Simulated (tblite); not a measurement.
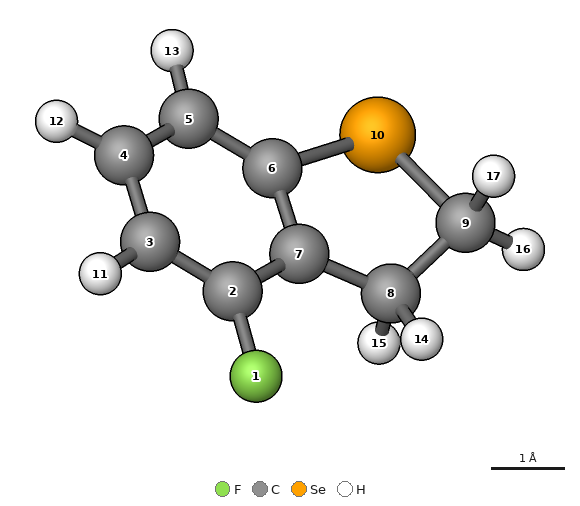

Starting structure of C8H7FSe. A ball-and-stick model, seen at a tilt.

Method: GFN2-xTB geometry optimisation, gas phase in tblite 0.8.0.

```xyz
17

F    -0.7224   -2.5340    0.3111
C    -0.9387   -1.1964    0.1253
C    -2.1739   -0.6366    0.1847
C    -2.4282    0.7191   -0.0019
C    -1.3380    1.5130   -0.2196
C    -0.0862    0.9548   -0.2777
C     0.1904   -0.3774   -0.1086
C     1.5811   -0.7535   -0.1997
C     2.5507    0.2493    0.2601
Se    1.6411    1.8102   -0.5566
H    -3.0232   -1.3119    0.3683
H    -3.4485    1.0725    0.0605
H    -1.4808    2.5881   -0.3622
H     1.7486   -1.6875    0.4160
H     1.8223   -1.0231   -1.2486
H     3.5619    0.1358   -0.1026
H     2.5368    0.4897    1.3416
```

### What does the optimiser find from here?

The energy falls by 0.556 eV in 51 geometry steps. The atom that moves furthest after the best rigid fit is H16 (0.25 Å). By element the largest moves are H 0.25 Å, Se 0.22 Å, C 0.12 Å, F 0.04 Å. Near-neighbour distances that change, for instance: C7–C8 1.444 → 1.500 Å, C8–C9 1.469 → 1.523 Å, C6–Se10 1.948 → 1.903 Å, C8–H14 1.131 → 1.091 Å. Bond angles that change, for instance: C8–C9–Se10 96.1° → 106.9°, C7–C8–C9 116.0° → 108.3°, C7–C6–Se10 105.4° → 112.6°. The run took 0.31 s on 1 thread of Arm Neoverse V2 (shared host).

The structure at the end:

```xyz
17

F    -0.7550   -2.5174    0.2907
C    -0.9332   -1.1863    0.1296
C    -2.2199   -0.6729    0.1477
C    -2.4014    0.6880   -0.0283
C    -1.3145    1.5284   -0.2050
C    -0.0396    0.9889   -0.2056
C     0.1745   -0.3800   -0.0474
C     1.5952   -0.8522   -0.1401
C     2.5118    0.3193    0.1891
Se    1.5822    1.9644   -0.4074
H    -3.0541   -1.3400    0.2944
H    -3.3994    1.0986   -0.0225
H    -1.4541    2.5907   -0.3376
H     1.7801   -1.6892    0.5352
H     1.7758   -1.2020   -1.1619
H     3.4790    0.2561   -0.3064
H     2.6657    0.4177    1.2657
```

The end point in the same view:

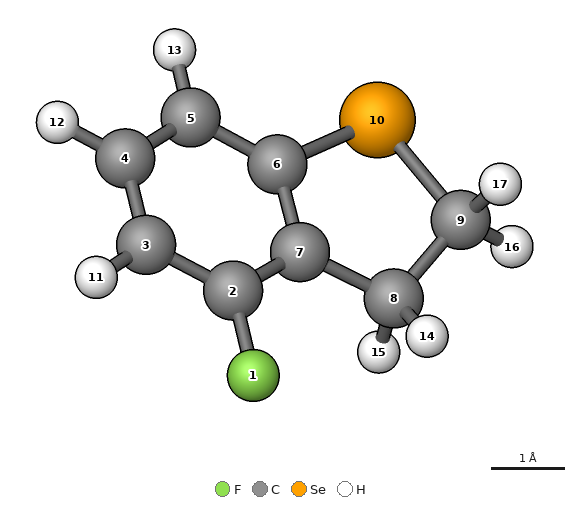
